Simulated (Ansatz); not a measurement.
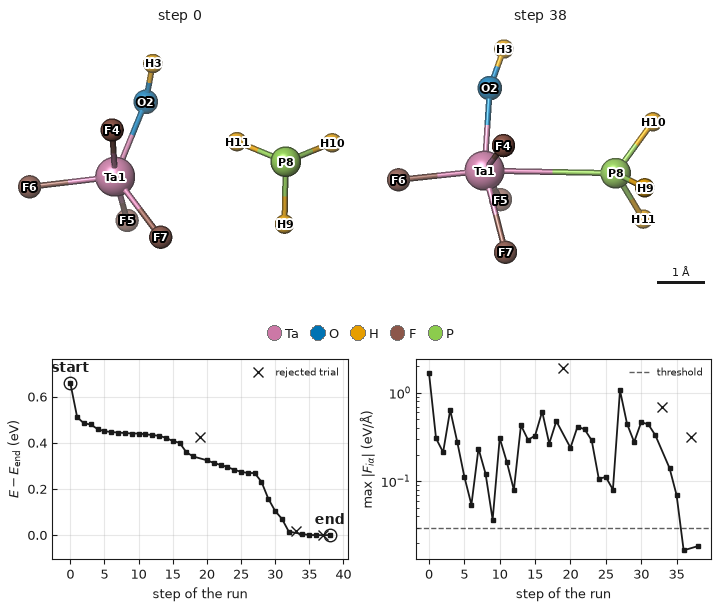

First and last geometry of a relaxation of TaPH₄OF₄, with the history of the run. The picture is a ball-and-stick view, seen face on.

The run prepares an end point of a later path (reaction) calculation, from a guessed geometry.

All numbers below come from Ansatz, RKS PBE0/def2-SVP. Set-up: no spin polarisation; force threshold 0.03 eV/Å; at most 50 steps.

Q: Did the run converge, and what did it change?

A: It converged. The largest move after the best rigid fit is that of H11, 2.00 Å. By element the largest moves are H 2.00 Å, P 0.87 Å, F 0.78 Å, O 0.56 Å, Ta 0.24 Å. Some distances before and after: Ta1–H11 2.749 → 3.675 Å, Ta1–P8 3.726 → 2.825 Å, Ta1–O2 1.961 → 1.878 Å, Ta1–F7 1.868 → 1.901 Å. New bonds form, among them: Ta1–P8 (3.73 → 2.83 Å). Bond angles that change, for instance: Ta1–O2–H3 121.6° → 164.7°, O2–Ta1–F7 128.4° → 162.8°, F6–Ta1–F7 116.6° → 97.0°. Over 35 accepted moves (38 points after the start) the energy falls by 0.659 eV. Largest force component: 1.7 eV/Å at the start, 0.018 eV/Å at the end. The line search rejected the trial steps at points 19, 33, 37 of the run. The forces were under the threshold at step 36, but the run went on from there.

Limits of the set-up: the start holds two separate molecules, 2.2 Å apart at their closest, whose relative position is a soft coordinate and is computed without a dispersion correction.
